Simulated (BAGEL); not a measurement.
# H2S2 (SMILES SS) at PBE0/def2-TZVPP (density fitting with cc-pvqz-jkfit)

What is the energy change on altering one bond length of H2S2 at PBE0/def2-TZVPP (density fitting with cc-pvqz-jkfit)? 

The results are computed with BAGEL 1.2.2.

7 further runs of the same task are left out: 7 set aside as unsound or not needed.

## Step 1: The molecule

H2S2 has 4 atoms, charge 0, and is taken as a singlet. SMILES: `SS`. Geometry: relaxed at PBE0-D4/def2-TZVP.

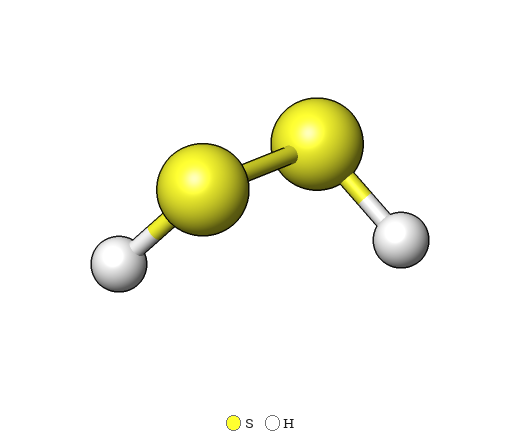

The structure, seen from a chosen angle (sulfur yellow, hydrogen white).

## Step 2: A single-point energy at PBE0/def2-TZVPP (density fitting with cc-pvqz-jkfit)

The input, job.json:

```json
{ "bagel": [

{
  "title": "molecule",
  "basis": "tzvpp",
  "df_basis": "cc-pvqz-jkfit",
  "angstrom": true,
  "geometry": [
    { "atom": "S", "xyz": [       0.784480,      -0.789210,       0.166690 ] },
    { "atom": "S", "xyz": [       0.060220,       1.121560,       0.067360 ] },
    { "atom": "H", "xyz": [      -0.225420,      -1.352590,       0.856880 ] },
    { "atom": "H", "xyz": [      -0.619290,       1.020250,      -1.090950 ] }
  ]
},

{ "title": "ks", "xc_func": "pbe0", "charge": 0 },

{ "title": "print", "file": "orbitals.molden", "orbitals": true }

]}
```

Command:

```console
BAGEL_NUM_THREADS=1 BAGEL job.json > job.out
```

Log:

```text
* using 1 threads per process

  ===============================================================
  ===============================================================

  *** Geometry ***

  { "atom" : "S", "xyz" : [      1.482452,     -1.491391,      0.314998 ] },
  { "atom" : "S", "xyz" : [      0.113799,      2.119441,      0.127292 ] },
  { "atom" : "H", "xyz" : [     -0.425982,     -2.556025,      1.619269 ] },
  { "atom" : "H", "xyz" : [     -1.170288,      1.927993,     -2.061597 ] },

  Number of auxiliary basis functions:      398

  Since a DF basis is specified, we compute 2- and 3-index integrals:
    o Being stored without compression. Storage requirement is 0.040 GB

  Number of basis functions:      112
  Number of electrons      :       34

    * METHOD: MOLECULE                             0.18

  *** Kohn-Sham DFT ***

    * Removing 5261 points whose weight is below 1.00e-10
    * Grid points: 54363

  === Nuclear Repulsion ===
    85.4431433822

       - DIIS with orbital gradients will be used.

  === KS iteration (pbe0 / tzvpp) ===
      0       -701.98238559          0.34686525           0.26
      1       -692.90435806          0.60191112           0.25
      2       -763.09396864          0.24520411           0.25
      3       -790.77066300          0.10894087           0.25
      4       -791.97496737          0.09259226           0.25
      5       -797.02055859          0.02469634           0.25
      6       -797.19087366          0.01672631           0.25
      7       -797.33191418          0.00137068           0.25
      8       -797.33252396          0.00075047           0.25
      9       -797.33271861          0.00022862           0.25
     10       -797.33273762          0.00002449           0.25
     11       -797.33273794          0.00000976           0.25
     12       -797.33273799          0.00000281           0.25
     13       -797.33273800          0.00000104           0.25
     14       -797.33273800          0.00000015           0.25
     15       -797.33273800          0.00000006           0.26
     16       -797.33273800          0.00000002           0.25
     17       -797.33273800          0.00000001           0.25
    * SCF iteration converged.

    * Permanent dipole moment:
           (    0.438483,     0.172562,     0.121513) a.u.

    * METHOD: KS                                   4.82

    * METHOD: PRINT                                0.03

  ===============================================================
```

It took 5.4 s on 1 thread of Arm Neoverse V1, shared host; peak memory 0.31 GiB.

## Step 3: The distorted shape, same level

The input, dft.json:

```json
{ "bagel": [

{
  "title": "molecule",
  "basis": "tzvpp",
  "df_basis": "cc-pvqz-jkfit",
  "angstrom": true,
  "geometry": [
    { "atom": "S", "xyz": [    1.328082,   -0.708163,    1.093327 ] },
    { "atom": "S", "xyz": [    0.603822,    1.202607,    0.993997 ] },
    { "atom": "H", "xyz": [    0.318182,   -1.271543,    1.783517 ] },
    { "atom": "H", "xyz": [   -0.619290,    1.020250,   -1.090950 ] }
  ]
},
{ "title": "ks", "xc_func": "pbe0" },
{ "title": "print", "file": "orbitals.molden", "orbitals": true }

]}
```

Command:

```console
BAGEL_NUM_THREADS=1 BAGEL dft.json > dft.out
```

Log:

```text
* using 1 threads per process

  ===============================================================
  ===============================================================

  *** Geometry ***

  { "atom" : "S", "xyz" : [      2.509711,     -1.338234,      2.066089 ] },
  { "atom" : "S", "xyz" : [      1.141058,      2.272598,      1.878382 ] },
  { "atom" : "H", "xyz" : [      0.601277,     -2.402868,      3.370359 ] },
  { "atom" : "H", "xyz" : [     -1.170288,      1.927993,     -2.061597 ] },

  Number of auxiliary basis functions:      398

  Since a DF basis is specified, we compute 2- and 3-index integrals:
    o Being stored without compression. Storage requirement is 0.040 GB

  Number of basis functions:      112
  Number of electrons      :       34

    * METHOD: MOLECULE                             0.18

  *** Kohn-Sham DFT ***

    * Removing 4646 points whose weight is below 1.00e-10
    * Grid points: 54978

  === Nuclear Repulsion ===
    81.8681029229

       - DIIS with orbital gradients will be used.

  === KS iteration (pbe0 / tzvpp) ===
      0       -701.00862785          0.34433679           0.25
      1       -681.86756745          0.41228281           0.24
      2       -711.37668178          0.32820198           0.24
      3       -770.29124913          0.15410012           0.24
      4       -780.36622792          0.11772319           0.24
      5       -790.55376271          0.06664387           0.24
      6       -795.94909175          0.04160901           0.24
      7       -797.05055220          0.01190996           0.24
      8       -796.94383141          0.01418119           0.24
      9       -797.19967890          0.00379994           0.24
     10       -797.20982787          0.00120965           0.24
     11       -797.21063763          0.00067538           0.24
     12       -797.21086022          0.00032151           0.24
     13       -797.21096099          0.00011326           0.24
     14       -797.21096853          0.00006724           0.24
     15       -797.21097115          0.00001991           0.24
     16       -797.21097136          0.00000276           0.24
     17       -797.21097136          0.00000050           0.25
     18       -797.21097136          0.00000044           0.24
     19       -797.21097136          0.00000011           0.25
     20       -797.21097136          0.00000022           0.25
     21       -797.21097136          0.00000002           0.25
     22       -797.21097136          0.00000001           0.25
    * SCF iteration converged.

    * Permanent dipole moment:
           (    0.121578,     0.491134,    -0.249303) a.u.

    * METHOD: KS                                   5.89

    * METHOD: PRINT                                0.03

  ===============================================================
```

Run time: 6.3 s. Hardware: 1 thread of Arm Neoverse V1, shared host; peak memory 0.32 GiB.

## Step 4: Outcome

Level: PBE0/def2-TZVPP (density fitting with cc-pvqz-jkfit).

```
                                                         quantity          value
                                        first shape: total energy  -797.33274 Eh
                                       first shape: dipole moment         1.24 D
                                         first shape: HOMO energy       -7.52 eV
                                         first shape: LUMO energy       -0.89 eV
                                       first shape: HOMO–LUMO gap        6.63 eV
                                    distorted shape: total energy  -797.21097 Eh
                                   distorted shape: dipole moment         1.43 D
                                     distorted shape: HOMO energy       -7.27 eV
                                     distorted shape: LUMO energy       -3.98 eV
                                   distorted shape: HOMO–LUMO gap        3.29 eV
energy change with the S2–H4 bond stretched from 1.347 to 2.424 Å       3.313 eV
```

**Reading.** One bond (distorted shape) is far stretched, which a spin-restricted single reference describes badly; a broken-symmetry solution may lie lower. With the S2–H4 bond stretched from 1.347 to 2.424 Å the energy rises by 3.31 eV (76 kcal/mol). A restricted reference can't describe the breaking bond well at this length.
